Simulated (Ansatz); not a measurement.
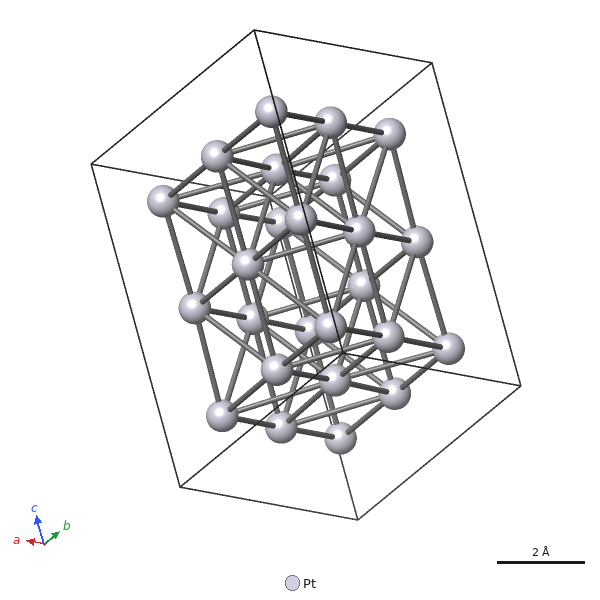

The image is a ball-and-stick drawing of a crystal, viewed from a general direction. The frame is the supercell; atoms at its boundary are shown with their periodic copies. The host is Pt, in a cell of 27 sites, and the cell is neutral.

Question: What imperfection does the supercell contain?

Answer: A platinum vacancy. Around the empty site lie twelve Pt at about 2.7 Å.

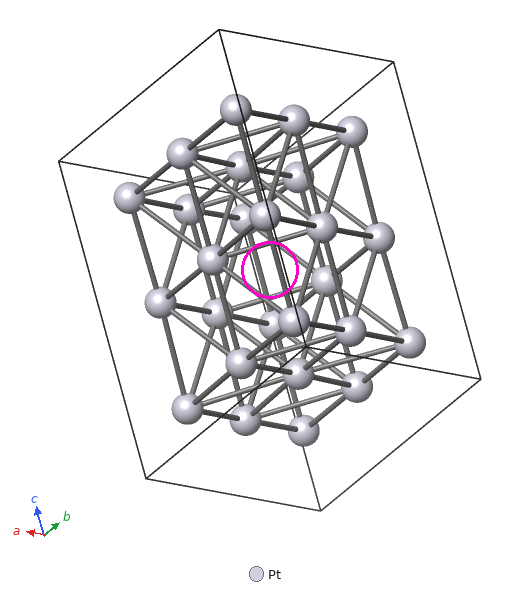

The same cell with a ring at the defect's site.

The atoms were relaxed in the host's cell with DFT LDA, scalar-relativistic, plane waves, PAW (Ansatz).
